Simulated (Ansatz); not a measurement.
# HfSiNH$_{8}$ClO$_{3}$: geometry relaxation (part 2 of 2)

HfSiNH$_{8}$ClO$_{3}$; RHF/def2-SVP (Ansatz 0.2.0). The input holds or restrains some coordinates. It belongs to a series of runs on one base structure; here: pulled along the bonds that form and break, towards end A.

Geometry of the input (Å):
```
Hf 0.0000  0.0000  0.0000
Cl 0.0000  0.0000  2.8700
O  1.9520  0.0000  -0.6893
H  2.2684  -0.9521  -0.8060
O  -0.9750  1.6891  -0.6893
H  -1.9328  1.4584  -0.9117
N  -1.0409  -1.8034  -0.7359
H  -1.5759  -2.4197  -0.0595
H  -1.0055  -2.0526  -1.7656
O  1.2429  1.8744  0.7473
Si 2.6157  1.7976  1.7127
H  3.0958  0.4199  1.7685
H  3.6564  2.6524  1.1490
H  2.2896  2.2536  3.0608
H  0.8691  1.3107  2.0020
```

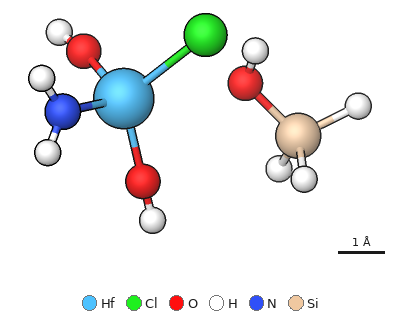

The geometry at step 15 of the log (ball-and-stick view, seen at a tilt).

### Trajectory as extended XYZ, continued
```
15
Properties=species:S:1:pos:R:3:forces:R:3 step=7 energy=-29373.06020
Hf   -0.1584   -0.2585   -0.0704    0.2997   0.5356   0.8569
Cl   -0.2726   -0.2907    2.4253   -0.1068  -0.1636  -0.6229
O     1.6596   -0.3496   -0.7515    0.1979  -0.5005  -0.1811
H     2.3515   -0.9594   -0.9721   -0.1887   0.3815   0.0321
O    -1.1115    1.2905   -0.7397   -0.6355  -0.0365  -0.2528
H    -1.9445    1.6080   -1.0643    0.4823  -0.0075   0.1008
N    -1.1034   -1.9324   -0.7462   -0.0295   0.0036   0.0722
H    -1.7164   -2.5227   -0.2100   -0.0187  -0.0445  -0.0737
H    -1.0774   -2.2595   -1.6966   -0.0357  -0.1066   0.0243
O     1.3523    2.2887    1.3028   -0.8417  -0.7937   1.1813
Si    2.8731    1.9527    1.9097   -0.0940   0.1488   0.0100
H     3.2191    0.5193    1.8006   -0.0042   0.0292   0.0133
H     3.8559    2.7469    1.1503   -0.0001   0.0276   0.0273
H     2.8568    2.3310    3.3476    0.1669  -0.0133  -0.1026
H     0.6756    2.0641    1.9674    0.8080   0.5398  -1.0853
15
Properties=species:S:1:pos:R:3:forces:R:3 step=8 energy=-29373.20420
Hf   -0.1718   -0.2291   -0.0950    0.0124   0.1395   0.4710
Cl   -0.3492   -0.3034    2.3996   -0.0774  -0.0998  -0.6110
O     1.6111   -0.3646   -0.8486   -0.0232  -0.1950   0.0122
H     2.3855   -0.8294   -1.1202   -0.1051   0.1978   0.0101
O    -1.1816    1.2431   -0.8452   -0.1807  -0.0162  -0.0081
H    -1.9149    1.6940   -1.2312    0.2647  -0.0621   0.0667
N    -1.1047   -1.9487   -0.7004    0.1321   0.1810   0.2113
H    -1.7482   -2.4882   -0.1467   -0.0294  -0.0016  -0.0421
H    -1.0219   -2.3716   -1.6070   -0.0019  -0.0708  -0.0349
O     1.3428    2.2219    1.4383   -1.0634  -0.4310   0.7212
Si    2.8930    1.9413    1.9630    0.1961   0.1093   0.0854
H     3.2518    0.5098    1.8772   -0.0092  -0.0040   0.0118
H     3.8050    2.7226    1.1055   -0.0244  -0.0095   0.0005
H     3.0195    2.3806    3.3761    0.0180  -0.0260  -0.0798
H     0.6434    2.0501    2.0876    0.8912   0.2884  -0.8143
15
Properties=species:S:1:pos:R:3:forces:R:3 step=9 energy=-29373.23916
Hf   -0.1784   -0.2217   -0.1210    0.0021   0.1240   0.6503
Cl   -0.4204   -0.3355    2.3627   -0.0284  -0.0349  -0.5415
O     1.6005   -0.3732   -0.8725    0.0337  -0.1704  -0.0155
H     2.3944   -0.7954   -1.1536   -0.0880   0.1749   0.0096
O    -1.1895    1.2443   -0.8738   -0.1605   0.0351  -0.0395
H    -1.8956    1.7230   -1.2737    0.2018  -0.0425   0.0515
N    -1.1050   -1.9517   -0.6799    0.1088   0.1065   0.0176
H    -1.7909   -2.4472   -0.1397   -0.0839  -0.0199   0.0405
H    -0.9899   -2.4226   -1.5583    0.0230  -0.0767  -0.0647
O     1.3353    2.1796    1.4901   -0.9866  -0.4085   0.6945
Si    2.9083    1.9514    1.9727    0.1505   0.0895   0.0721
H     3.2933    0.5252    1.9017    0.0028   0.0033   0.0124
H     3.7761    2.7372    1.0732   -0.0430  -0.0202   0.0063
H     3.0696    2.4199    3.3728    0.0082  -0.0265  -0.0815
H     0.6520    1.9950    2.1524    0.8594   0.2663  -0.8121
15
Properties=species:S:1:pos:R:3:forces:R:3 step=10 energy=-29373.25472
Hf   -0.2247   -0.2334   -0.1198    0.1474   0.2000   0.5148
Cl   -0.5800   -0.3626    2.3591    0.0649   0.0547  -0.5829
O     1.5477   -0.3910   -0.8877    0.5889  -0.3723  -0.1605
H     2.3960   -0.6839   -1.2103   -0.7925   0.3684   0.2929
O    -1.2190    1.2337   -0.8952   -0.4642   0.3244  -0.2407
H    -1.8401    1.7942   -1.3468    0.5308  -0.4246   0.3474
N    -1.1156   -1.9773   -0.6752   -0.2463  -0.6932  -0.4204
H    -1.9200   -2.3805   -0.1933    0.5342   0.2066  -0.4435
H    -0.8730   -2.5568   -1.4853   -0.2940   0.4736   0.8143
O     1.3463    2.0865    1.5555   -0.6902  -0.3318   0.7628
Si    2.9549    1.9800    1.9889   -0.0747  -0.0153  -0.0486
H     3.3986    0.5672    1.9560    0.0401   0.0407  -0.0141
H     3.7360    2.7730    1.0094   -0.1093  -0.0813   0.1199
H     3.1737    2.4937    3.3693   -0.0812   0.0134  -0.1820
H     0.6790    1.8855    2.2284    0.8460   0.2368  -0.7592
15
Properties=species:S:1:pos:R:3:forces:R:3 step=11 energy=-29373.28546
Hf   -0.2441   -0.2394   -0.1217    0.0603   0.2301   0.5971
Cl   -0.6291   -0.3498    2.3486    0.0577   0.0121  -0.5100
O     1.5319   -0.3841   -0.8726   -0.7307   0.0283   0.3416
H     2.3685   -0.6427   -1.1808    0.6524  -0.0929  -0.2537
O    -1.2259    1.2359   -0.8905    0.3705  -0.4778   0.3712
H    -1.8080    1.7887   -1.3579   -0.3680   0.4167  -0.3192
N    -1.1286   -1.9839   -0.6906   -0.1585  -0.5847  -0.3637
H    -1.9793   -2.3581   -0.2774    0.4344   0.1700  -0.2832
H    -0.8231   -2.6063   -1.4393   -0.2567   0.4237   0.5778
O     1.3492    2.0395    1.5878   -0.6293  -0.3673   0.8409
Si    2.9721    1.9748    1.9783   -0.1529   0.1599  -0.0198
H     3.4598    0.5761    1.9556    0.0156   0.0563   0.0118
H     3.7150    2.7845    0.9852   -0.0963  -0.1132   0.0392
H     3.1900    2.5466    3.3345   -0.0328  -0.0893  -0.1141
H     0.7114    1.8465    2.2937    0.8342   0.2279  -0.9159
15
Properties=species:S:1:pos:R:3:forces:R:3 step=12 energy=-29373.35000
Hf   -0.2915   -0.2629   -0.0877    0.1518   0.0175   0.6327
Cl   -0.6685   -0.3979    2.3834    0.0640   0.0694  -0.5209
O     1.5058   -0.4504   -0.7613    0.0508  -0.0249  -0.0081
H     2.3885   -0.5040   -1.0812   -0.1228   0.0428   0.0366
O    -1.2655    1.2254   -0.8366   -0.0110  -0.0080  -0.0344
H    -1.7228    1.8590   -1.3570    0.0103   0.0051   0.0520
N    -1.1526   -1.9918   -0.7321   -0.1407  -0.1185  -0.0820
H    -2.0639   -2.3238   -0.4553    0.0957   0.0719  -0.0687
H    -0.7648   -2.6486   -1.3894    0.0048   0.0727   0.1011
O     1.3625    1.9901    1.5935   -0.9241  -0.4290   0.7776
Si    2.9850    1.9912    1.9447    0.0127   0.0072   0.0114
H     3.5174    0.6109    1.9936    0.0243   0.0111   0.0026
H     3.6693    2.7467    0.8780   -0.0175  -0.0142  -0.0008
H     3.2158    2.6358    3.2581    0.0210   0.0024  -0.0198
H     0.7453    1.7486    2.3024    0.7807   0.2947  -0.8792
15
Properties=species:S:1:pos:R:3:forces:R:3 step=13 energy=-29373.31998 accepted=F
Hf   -0.3126   -0.3069   -0.0575   -0.1037   0.0147   0.6362
Cl   -0.7114   -0.4102    2.4113    0.0956   0.0399  -0.4938
O     1.4946   -0.5040   -0.6900    1.6439   0.2388  -0.6133
H     2.3948   -0.3876   -1.0257   -1.5625  -0.2273   0.5865
O    -1.2852    1.1898   -0.7895   -0.3620   0.9237  -0.7249
H    -1.6237    1.9131   -1.3203    0.3899  -0.9054   0.7216
N    -1.1793   -2.0102   -0.7655   -0.5001  -0.1651   0.0015
H    -2.1541   -2.2806   -0.6233    0.7590   0.1071  -0.2236
H    -0.7064   -2.6955   -1.3379   -0.2543   0.0957   0.2005
O     1.3567    1.9562    1.5994   -0.9276  -0.4321   0.8925
Si    2.9822    2.0087    1.9185    0.2282  -0.1294  -0.0062
H     3.5618    0.6476    2.0184   -0.0478   0.0104  -0.0338
H     3.6246    2.7175    0.7936   -0.0383   0.0273   0.0332
H     3.2588    2.6938    3.2019   -0.0678   0.0844  -0.0479
H     0.7589    1.6966    2.3198    0.7474   0.3172  -0.9285
15
Properties=species:S:1:pos:R:3:forces:R:3 step=14 energy=-29373.36316
Hf   -0.2861   -0.2811   -0.0773   -0.0267   0.1493   0.5642
Cl   -0.6862   -0.3850    2.3913    0.0843   0.0241  -0.5026
O     1.5118   -0.4680   -0.7437    0.1034  -0.0506  -0.0014
H     2.3930   -0.4904   -1.0704   -0.0983   0.0319   0.0302
O    -1.2542    1.2143   -0.8197   -0.0182  -0.0184  -0.0270
H    -1.7216    1.8591   -1.3181    0.0423  -0.0253   0.0657
N    -1.1638   -1.9902   -0.7540   -0.0866  -0.1018  -0.0200
H    -2.1014   -2.2945   -0.5384    0.1401   0.0602  -0.0897
H    -0.7335   -2.6733   -1.3559   -0.0494   0.0572   0.0909
O     1.3582    1.9857    1.5993   -0.8723  -0.4423   0.8137
Si    2.9831    1.9950    1.9376    0.0510   0.0138  -0.0245
H     3.5302    0.6206    1.9973   -0.0070  -0.0004   0.0044
H     3.6502    2.7368    0.8512   -0.0043   0.0025  -0.0017
H     3.2318    2.6551    3.2396    0.0000   0.0127  -0.0146
H     0.7483    1.7443    2.3141    0.7415   0.2870  -0.8878
15
Properties=species:S:1:pos:R:3:forces:R:3 step=15 energy=-29373.37218
Hf   -0.2909   -0.2898   -0.0718    0.0050   0.1029   0.6173
Cl   -0.6919   -0.3932    2.3969    0.0852   0.0254  -0.4982
O     1.5131   -0.4873   -0.7186    0.1541  -0.0276  -0.0286
H     2.3937   -0.4791   -1.0495   -0.1348   0.0147   0.0490
O    -1.2544    1.2096   -0.8070   -0.0633   0.0257  -0.0692
H    -1.7136    1.8723   -1.2899    0.0559  -0.0412   0.0774
N    -1.1666   -1.9941   -0.7618   -0.2234  -0.0950  -0.0513
H    -2.1326   -2.2614   -0.6247    0.2827   0.0676  -0.0828
H    -0.7111   -2.6982   -1.3197   -0.0690   0.0531   0.0973
O     1.3588    1.9735    1.6048   -0.8693  -0.4186   0.7822
Si    2.9869    2.0015    1.9252   -0.0056  -0.0125   0.0313
H     3.5348    0.6280    2.0016    0.0278   0.0205  -0.0115
H     3.6389    2.7389    0.8271   -0.0025  -0.0158  -0.0151
H     3.2387    2.6804    3.2165    0.0182   0.0139  -0.0083
H     0.7560    1.7272    2.3239    0.7389   0.2871  -0.8895
15
Properties=species:S:1:pos:R:3:forces:R:3 step=16 energy=-29373.37800
Hf   -0.2990   -0.3022   -0.0635   -0.0061   0.1113   0.5340
Cl   -0.7012   -0.4106    2.4050    0.0910   0.0116  -0.4945
O     1.5169   -0.5107   -0.6763    0.2567  -0.0054  -0.0602
H     2.3982   -0.4681   -1.0086   -0.2432  -0.0102   0.0942
O    -1.2608    1.2020   -0.7868   -0.1168   0.1219  -0.1111
H    -1.7043    1.8956   -1.2437    0.1103  -0.1254   0.1237
N    -1.1823   -1.9796   -0.8085   -0.1707  -0.5199  -0.1327
H    -2.1702   -2.2148   -0.7549    0.5510   0.0982  -0.1086
H    -0.6782   -2.7513   -1.2402   -0.3742   0.4398   0.2570
O     1.3553    1.9594    1.6105   -0.8254  -0.4328   0.8243
Si    2.9862    2.0112    1.9149    0.0614  -0.0184  -0.0591
H     3.5643    0.6501    1.9952   -0.0209   0.0074   0.0376
H     3.6186    2.7270    0.7907   -0.0247   0.0250  -0.0071
H     3.2558    2.7193    3.1871   -0.0145  -0.0027  -0.0119
H     0.7605    1.7010    2.3320    0.7260   0.2996  -0.8856
15
Properties=species:S:1:pos:R:3:forces:R:3 step=17 energy=-29373.40437
Hf   -0.2842   -0.3230   -0.0609    0.1921   0.1094   0.5677
Cl   -0.6788   -0.4814    2.4009    0.0703   0.0187  -0.4458
O     1.5565   -0.5358   -0.6124   -0.0802   0.0120   0.0147
H     2.4375   -0.5114   -0.9365   -0.0209  -0.0047   0.0158
O    -1.2689    1.1709   -0.7705   -0.0236   0.0781  -0.0380
H    -1.6678    1.9204   -1.1719    0.0273  -0.0186   0.0396
N    -1.1847   -1.9636   -0.8486   -0.0449  -0.0835  -0.0025
H    -2.1827   -2.0801   -0.9023    0.0296  -0.0511  -0.0725
H    -0.7379   -2.7930   -1.2015   -0.0493   0.0583   0.0382
O     1.3333    1.9384    1.6481   -0.8089  -0.4758   0.8170
Si    2.9726    2.0352    1.8869    0.0252   0.0002  -0.0066
H     3.5741    0.6899    2.0275    0.0076   0.0077   0.0106
H     3.5435    2.7065    0.7032   -0.0178  -0.0019   0.0023
H     3.2748    2.8159    3.1093   -0.0075  -0.0024  -0.0244
H     0.7724    1.6394    2.3815    0.7010   0.3536  -0.9162
15
Properties=species:S:1:pos:R:3:forces:R:3 step=18 energy=-29373.41689
Hf   -0.2890   -0.3332   -0.0503   -0.0714   0.0995   0.5582
Cl   -0.6740   -0.5415    2.4143    0.1034   0.0489  -0.4971
O     1.5509   -0.5525   -0.5842    0.0382  -0.0060   0.0371
H     2.4366   -0.5625   -0.8940    0.0089  -0.0023  -0.0038
O    -1.2494    1.1849   -0.7493    0.0278  -0.0553   0.0267
H    -1.5948    1.9912   -1.0828    0.0055   0.0152   0.0054
N    -1.1997   -1.9567   -0.8728   -0.0182   0.0171  -0.0084
H    -2.1777   -2.0427   -1.0894    0.0105   0.0117  -0.0060
H    -0.7438   -2.8207   -1.1097    0.0016   0.0021  -0.0004
O     1.3105    1.9272    1.6787   -0.7058  -0.6049   0.8114
Si    2.9558    2.0559    1.8613   -0.0130   0.0416  -0.0059
H     3.5828    0.7295    2.0530    0.0028  -0.0115   0.0032
H     3.4783    2.6780    0.6303   -0.0111  -0.0018  -0.0127
H     3.2814    2.9020    3.0315    0.0077   0.0037  -0.0015
H     0.7917    1.5693    2.4166    0.6135   0.4420  -0.9064
15
Properties=species:S:1:pos:R:3:forces:R:3 step=19 energy=-29373.40535 accepted=F
Hf   -0.2975   -0.3605   -0.0458    0.0023   0.1465   0.7019
Cl   -0.6459   -0.6044    2.4235    0.0469   0.0220  -0.5404
O     1.5641   -0.5751   -0.5059    0.0552  -0.0459  -0.0533
H     2.4593   -0.6103   -0.7882   -0.0517   0.0029   0.0172
O    -1.2312    1.1844   -0.7204   -0.1457   0.4104  -0.1354
H    -1.5292    2.0435   -0.9841    0.1656  -0.4462   0.1369
N    -1.2263   -1.9472   -0.9214   -0.5248  -0.2211  -0.2991
H    -2.1861   -1.9782   -1.2735    0.8184  -0.0377   0.2859
H    -0.7827   -2.8447   -1.0746   -0.2625   0.2744   0.0048
O     1.2914    1.8920    1.7028   -0.5963  -0.5721   1.0035
Si    2.9392    2.0857    1.8283   -0.0835  -0.0552  -0.0766
H     3.6043    0.7835    2.0707    0.0092   0.0421   0.0026
H     3.4004    2.6461    0.5387   -0.0296  -0.0069   0.0957
H     3.2889    3.0011    2.9432   -0.0433  -0.0259  -0.0805
H     0.8111    1.5124    2.4595    0.6398   0.5128  -1.0634
15
Properties=species:S:1:pos:R:3:forces:R:3 step=20 energy=-29373.42129
Hf   -0.2848   -0.3613   -0.0409    0.0583   0.1370   0.5814
Cl   -0.6488   -0.5883    2.4251    0.0500   0.0119  -0.5144
O     1.5710   -0.5898   -0.5231   -0.0400  -0.0207  -0.0051
H     2.4619   -0.6165   -0.8170   -0.0020   0.0003   0.0030
O    -1.2205    1.1790   -0.7199   -0.0432   0.1286  -0.0351
H    -1.5319    2.0147   -1.0205    0.0570  -0.1266   0.0541
N    -1.2180   -1.9390   -0.9267   -0.1053  -0.0730   0.0440
H    -2.1989   -1.9946   -1.1529    0.1501   0.0209  -0.0076
H    -0.7876   -2.8210   -1.1490   -0.0315   0.0411  -0.0036
O     1.2915    1.9074    1.6962   -0.6156  -0.5946   0.8713
Si    2.9389    2.0790    1.8363   -0.0586   0.0425  -0.0109
H     3.5991    0.7714    2.0604   -0.0086   0.0307  -0.0148
H     3.4144    2.6754    0.5710   -0.0176  -0.0374   0.0319
H     3.2786    2.9736    2.9689   -0.0165  -0.0265  -0.0330
H     0.7950    1.5382    2.4449    0.6234   0.4659  -0.9612
15
Properties=species:S:1:pos:R:3:forces:R:3 step=21 energy=-29373.42053 accepted=F
Hf   -0.2835   -0.3691   -0.0304    0.0267   0.0108   0.6857
Cl   -0.6505   -0.6166    2.4332    0.0764   0.0488  -0.5132
O     1.5705   -0.6214   -0.5062   -0.0018   0.0072  -0.0175
H     2.4624   -0.6632   -0.7965   -0.0214   0.0013   0.0144
O    -1.2011    1.1864   -0.6987   -0.0476   0.1130  -0.0783
H    -1.4919    2.0345   -0.9845    0.0473  -0.1170   0.0512
N    -1.2311   -1.9479   -0.9014   -0.3656  -0.0002  -0.2955
H    -2.1884   -1.9536   -1.2382    0.4209   0.0027   0.1928
H    -0.8043   -2.8246   -1.1533   -0.0408   0.0670   0.0713
O     1.2827    1.9024    1.7102   -0.5831  -0.6435   0.8613
Si    2.9294    2.1015    1.8266   -0.0694  -0.0219  -0.0421
H     3.6121    0.8052    2.0509   -0.0154   0.0322   0.0136
H     3.3797    2.6767    0.5419   -0.0255   0.0050   0.0544
H     3.2723    3.0128    2.9447   -0.0143  -0.0205  -0.0501
H     0.8014    1.5052    2.4548    0.6137   0.5151  -0.9482
15
Properties=species:S:1:pos:R:3:forces:R:3 step=22 energy=-29373.42624
Hf   -0.2823   -0.3685   -0.0390    0.0370   0.1022   0.6120
Cl   -0.6457   -0.6115    2.4256    0.0592   0.0281  -0.5110
O     1.5700   -0.6143   -0.5227   -0.0078  -0.0049  -0.0013
H     2.4612   -0.6462   -0.8154   -0.0007  -0.0023   0.0031
O    -1.2049    1.1819   -0.7127   -0.0134   0.0421  -0.0125
H    -1.5019    2.0259   -0.9995    0.0202  -0.0368   0.0189
N    -1.2286   -1.9374   -0.9249   -0.0608  -0.0303   0.0042
H    -2.1986   -1.9679   -1.1923    0.0752   0.0106   0.0019
H    -0.8096   -2.8258   -1.1408   -0.0156   0.0180   0.0020
O     1.2906    1.8955    1.7066   -0.6481  -0.6114   0.8285
Si    2.9341    2.0956    1.8346   -0.0363   0.0046  -0.0032
H     3.6161    0.8017    2.0696   -0.0044   0.0194  -0.0067
H     3.3915    2.6784    0.5581   -0.0064  -0.0094   0.0106
H     3.2663    3.0081    2.9531   -0.0063  -0.0052  -0.0175
H     0.8015    1.5128    2.4527    0.6083   0.4753  -0.9290
```

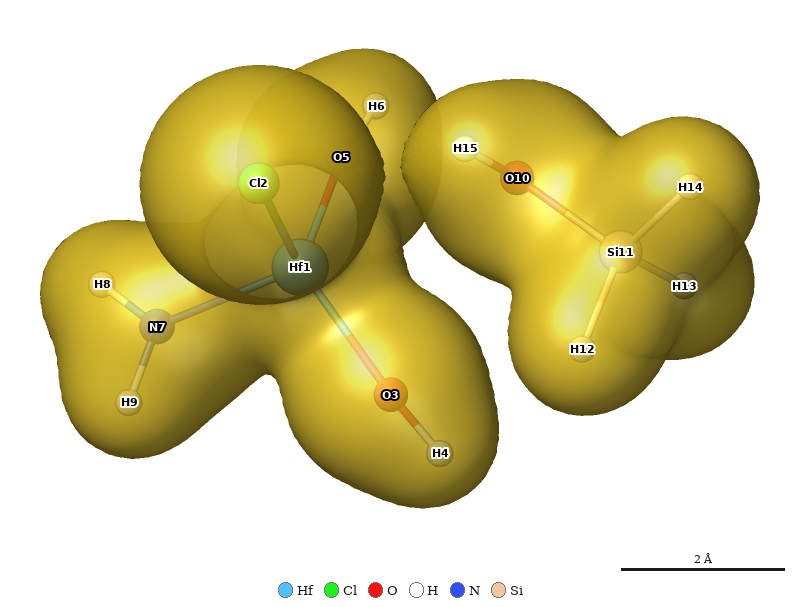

Isosurface of the total electron density at 0.1 e/Å³ (yellow), seen at a tilt. At this value the surface falls into two separate pieces. It is pinched off along the Hf···O (3.26 Å) contacts. On the grid the lowest density along these lines, outside the cores, is 0.04 e/Å³ (Hf···O, 3.26 Å), 0.91 e/Å³ (Si–O, 1.66 Å), 0.79 e/Å³ (Hf–O, 1.93 Å) and 0.79 e/Å³ (Hf–N, 2.04 Å).

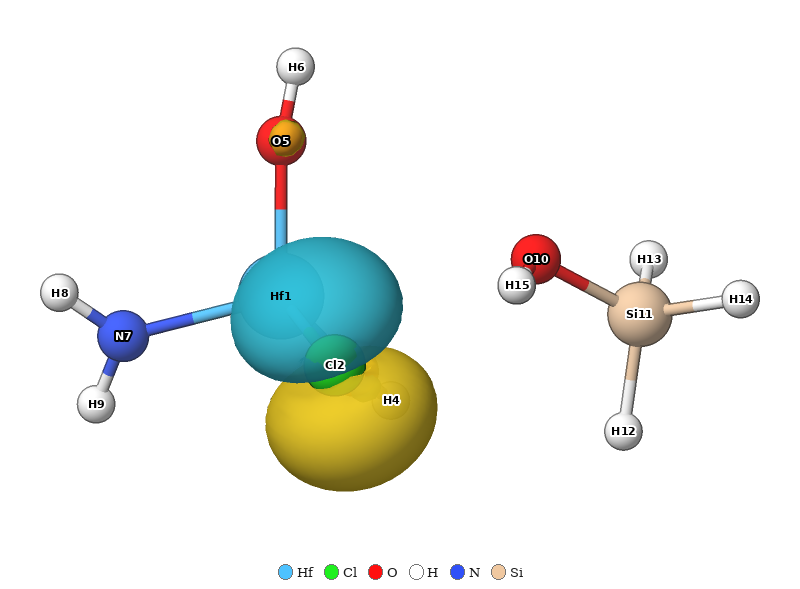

One frontier orbital at ±0.15 Å⁻³ᐟ² (yellow and cyan are the two phases), seen at a tilt. The HOMO−1, at −11.67 eV.

### Summary

```tsv
quantity	value
outcome	converged under the restraints of the input
total energy	−29373.4262 eV
mean-field energy	−29373.4262 eV
largest force (length of the vector) at the end, held atoms and coordinates included	1.217 eV/Å
wall time	55 s (CPU time 3.4 min)
peak memory	0.51 GiB
```
